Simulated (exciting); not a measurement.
Two BSE runs for the Sr L₃ edge of CsSrF3, space group Pm-3m. Run A: exciting, all-electron LAPW+lo, LDA, exchange and screened direct term (singlet BSE), 3×3×3 shifted k points, 54 conduction bands, |G+q| up to 3 bohr⁻¹ (2 in the exchange term), full RPA screening with nempty = 85, Lorentzian half width 0.69 eV. Run B has a fault in its input.

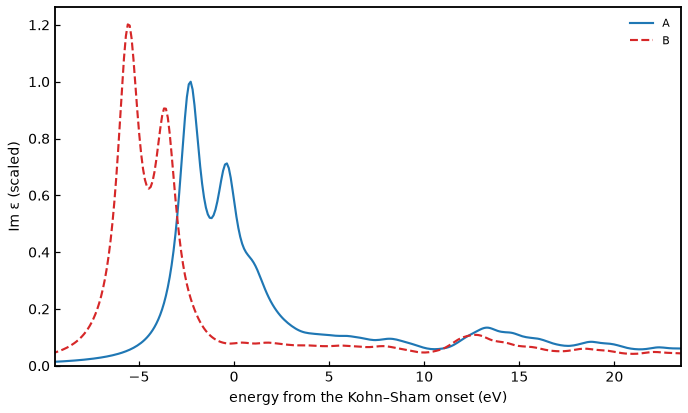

Energy from the Kohn–Sham onset, core level to the lowest empty state found on the meshes used; one zero for both, scaled to A's maximum.

**Question.** What most likely went wrong in run B?

Far too few empty states in the screening (empty states in the screening from 85 to 8). Against run A the r.m.s. difference is 118 %. Moving the earlier curve by -3.3 eV leaves 25 %. The highest maximum lies at -5.6 eV (1.20), against -2.3 eV (1.00). The first bright state moves from -2.33 to -5.58 eV. Too few states underscreen, so the attraction is too strong. Other settings could leave a like mark; this is the change that was made.

[Hosts, paths, dates, database ids (printed as entryN), source tags and the programs' standing remarks are cut or masked in the printed files.]
